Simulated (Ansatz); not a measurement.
# UB3LYP/6-31G(d) (Cartesian functions) run of [CF2]+ (SMILES F[C+]F)

What is the vertical doublet–quartet gap of [CF2]+ at UB3LYP/6-31G* (Cartesian functions)? 

The results are computed with Ansatz 0.2.0.

1 further run of the same task is left out (set aside as unsound or not needed).

## (1) The molecule

[CF2]+ has 3 atoms, charge +1, and is taken as a doublet. As SMILES, `F[C+]F`. Geometry: relaxed at PBE0-D4/def2-TZVP.

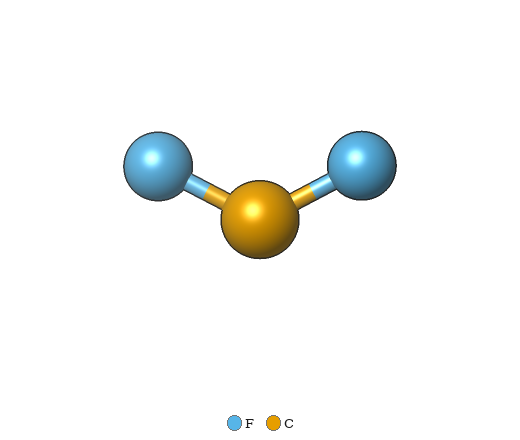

The structure, seen from a chosen angle (fluorine blue, carbon amber).

## (2) A single-point energy at UB3LYP/6-31G(d) (Cartesian functions)

The input, run.yaml:

```yaml
crystal:
  periodic: [false, false, false]
  atoms:
    - {symbol: F, position_ang: [0.379110, 0.972980, 0.316190]}
    - {symbol: C, position_ang: [0.275710, -0.221360, 0.127270]}
    - {symbol: F, position_ang: [-0.654830, -0.751620, -0.443470]}
basis:
  gaussian: {orbitals: "6-31G*"}
total_charge: 1
magnetization: {spin_polarized: true, initial_magnetization: 1}
hamiltonian: {xc: {name: B3LYP}}
accuracy: high
output: {orbitals: {seedname: orbitals}}
```

The run is started by

```sh
$ ansatz run run.yaml --threads 1 --pin off --max-ram 3480MiB --events-out events.jsonl --progress --plain --runs-dir runs
```

Log:

```text
Warning: RAYON_NUM_THREADS=1 ignored (pool sized by the plan → 1); use --threads N
Functional definition: B3LYP
  name "B3LYP"
  parameter a0 = 0.2
  parameter ax = 0.72
  parameter ac = 0.81
  exchange = (1 - a0 - ax)*slater_x + ax*b88_x + a0*exact_x
  correlation = (1 - ac)*vwn_rpa_c + ac*lyp_c
863 factors; integrals over basis functions are off by at most 2.8e-9 eV
mean field evaluation 1: about -6450.6555 eV, gradient 4.7e1 eV
mean field evaluation 2: about -6435.4889 eV, gradient 8.6e1 eV
mean field evaluation 4: about -6456.7907 eV, gradient 8.5e-1 eV
mean field evaluation 8: about -6456.8287 eV, gradient 1.3e-2 eV
mean field evaluation 16: about -6456.8287 eV, gradient 6.2e-7 eV
mean field -6456.82866316 eV, -237.2840767755 hartree, gradient 1.9e-8 eV, S^2 0.752429; 0 other end points of the search recorded, 0 dependent functions left out
reference -6456.82868059 eV, -237.2840774158 hartree; 12, 11 occupied and 33, 34 virtual orbitals, 863 factors
Total energy: -6456.82868059 eV, -237.2840774158 hartree
```

It took 2.4 s on 1 thread of Arm Neoverse V1, shared host; peak memory 0.14 GiB.

## (3) The quartet

The input, run.yaml:

```yaml
crystal:
  periodic: [false, false, false]
  atoms:
    - symbol: F
      position_ang: [0.379110, 0.972980, 0.316190]
    - symbol: C
      position_ang: [0.275710, -0.221360, 0.127270]
    - symbol: F
      position_ang: [-0.654830, -0.751620, -0.443470]
basis:
  gaussian:
    orbitals: "6-31G*"
total_charge: 1
magnetization:
  spin_polarized: true
  initial_magnetization: 3
hamiltonian:
  xc: {name: B3LYP}
accuracy: high
output: {orbitals: {seedname: orbitals}}
```

The run is started by

```sh
$ ansatz run run.yaml --threads 1 --pin off --max-ram 3480MiB --events-out events.jsonl --progress --plain --runs-dir runs
```

Log, shortened:

```text
Warning: RAYON_NUM_THREADS=1 ignored (pool sized by the plan → 1); use --threads N
[... 7 set-up lines as earlier in the session ...]
863 factors; integrals over basis functions are off by at most 2.8e-9 eV
mean field evaluation 1: about -6446.7628 eV, gradient 2.4e1 eV
mean field evaluation 2: about -6447.0734 eV, gradient 2.3e1 eV
mean field evaluation 4: about -6448.5015 eV, gradient 4.5e-1 eV
mean field evaluation 8: about -6448.5517 eV, gradient 2.3e-2 eV
mean field evaluation 16: about -6448.5518 eV, gradient 4.5e-6 eV
mean field -6448.55175004 eV, -236.9799058286 hartree, gradient 3.8e-8 eV, S^2 3.756028; 1 other end points of the search recorded, 0 dependent functions left out
reference -6448.55176796 eV, -236.9799064870 hartree; 13, 10 occupied and 32, 35 virtual orbitals, 863 factors
Total energy: -6448.55176796 eV, -236.9799064870 hartree
```

Run time: 3.9 s. Hardware: 1 thread of Arm Neoverse V1, shared host; peak memory 0.14 GiB.

## (4) Summary of results

At UB3LYP/6-31G* (Cartesian functions):

| quantity | value |
| --- | --- |
| doublet: total energy | -237.28408 Eh |
| doublet: HOMO energy (highest over α and β) | -18.66 eV |
| doublet: LUMO energy (lowest over α and β) | -13.54 eV |
| doublet: ⟨S²⟩ | 0.752 |
| quartet: total energy | -236.97991 Eh |
| quartet: HOMO energy (highest over α and β) | -14.19 eV |
| quartet: ⟨S²⟩ | 3.756 |
| vertical energy of the quartet above the doublet | 8.277 eV |

What this shows: At this shape the quartet lies 8.28 eV (799 kJ/mol) above the doublet.
